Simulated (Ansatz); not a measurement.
## Electronic structure of ClH₂InO···H₂O in real space

Input

```
crystal:
  periodic: [false, false, false]
  atoms:
    - { symbol: In, position_ang: [0.0, 0.0, 0.0] }
    - { symbol: O, position_ang: [0.0, 0.0, 2.34] }
    - { symbol: H, position_ang: [-0.9095, -0.2814, 2.6771] }
    - { symbol: Cl, position_ang: [2.113, 0.0, -1.22] }
    - { symbol: O, position_ang: [-1.7233, 0.0, -0.995] }
    - { symbol: H, position_ang: [-2.233, -0.8467, -0.7865] }
    - { symbol: H, position_ang: [0.4415, 1.9141, 0.6527] }
    - { symbol: H, position_ang: [0.3347, 1.4511, 1.654] }
basis:
  gaussian: { orbitals: def2-SVP }
hamiltonian:
  xc: hf
relax:
  f_tol: 0.15
  max_steps: 25
  restrain:
    - { distance: [0, 6], at: 1.77, k: 30.0 }
    - { distance: [7, 1], at: 1.01, k: 30.0 }
    - { distance: [0, 1], at: 3.19, k: 30.0 }
    - { distance: [7, 6], at: 1.86, k: 30.0 }
output:
  orbitals: {}
```

Command:

```sh
ansatz run input.yaml --threads 1 --pin off --max-ram 2048MiB --backend cpu --events-out ev --progress --plain --runs-dir out
```

The fields are those of the run's last geometry, not of the input's.

Core potentials replace the inner electrons of In; not at a stationary point (largest force 1.5 eV/Å).

Method: RHF/def2-SVP in Ansatz.

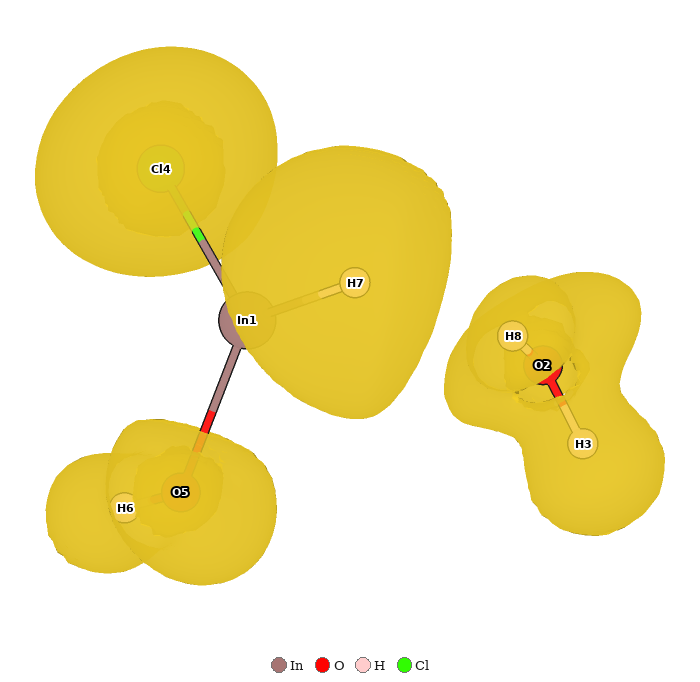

Figure 1. Isosurface of the electron localisation function at 0.75 (yellow), seen at a tilt. Only the valence region is drawn (cores and ρ < 0.01 e/Å³ removed).

### Describe the localisation domains.

The ELF exceeds this value in one region around a hydrogen nucleus, one region wrapped around Cl (its valence shell) and two joined regions spread over several atoms (H, O), in which their bonds and any lone pairs are merged. Profiles from the grid: H7···H8 (1.88 Å): the ELF dips to about 0.10 between them. In–O (1.97 Å): the ELF peaks at about 0.85 in the valence shell of O, 0.6 Å from its nucleus, and drops to about 0.10 between the two atoms.

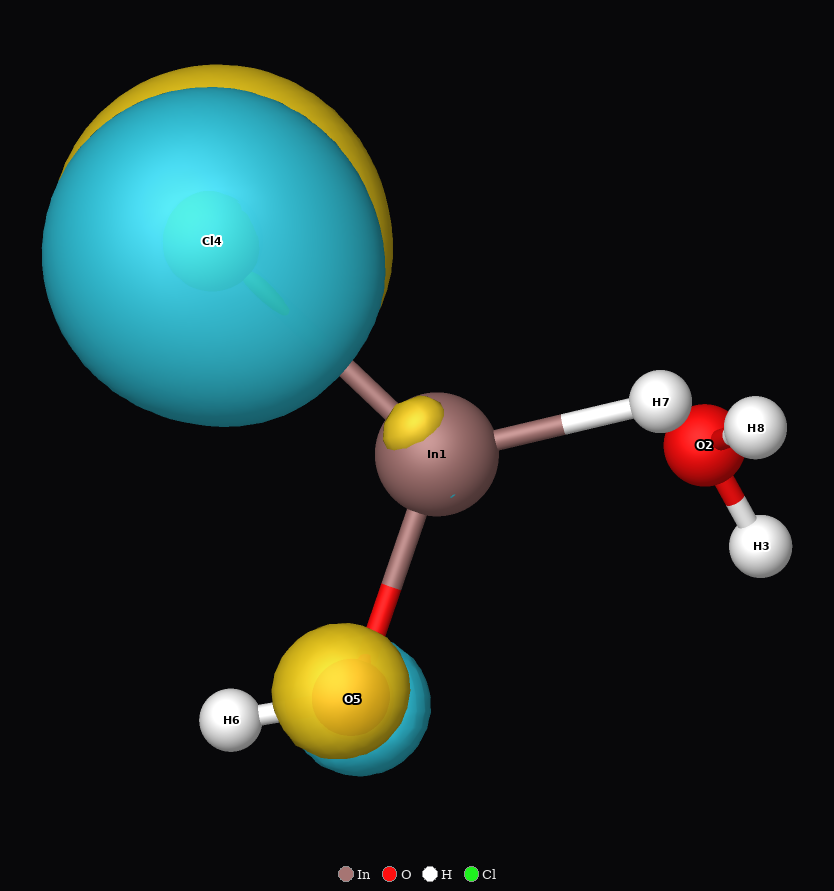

Figure 2. The HOMO−1 at ±0.1 Å⁻³ᐟ² (yellow and cyan are the two phases), seen at an oblique angle.

### Describe this orbital and give its energy.

By Hirshfeld shares it lies mainly on Cl4 (about 90 %); largely a lone pair of Cl4. Its energy is −12.01 eV.

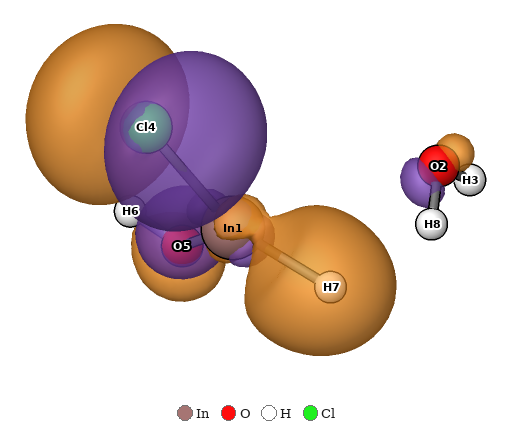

Figure 3. The HOMO at ±0.08 Å⁻³ᐟ² (orange and purple are the two phases), seen from one side.

### Describe this orbital and give its energy.

Its weight (Hirshfeld) is mainly on Cl4 (about 75 %), In1 (about 10 %) and H7 (about 10 %); largely a lone pair of Cl4. Its energy is −11.75 eV.
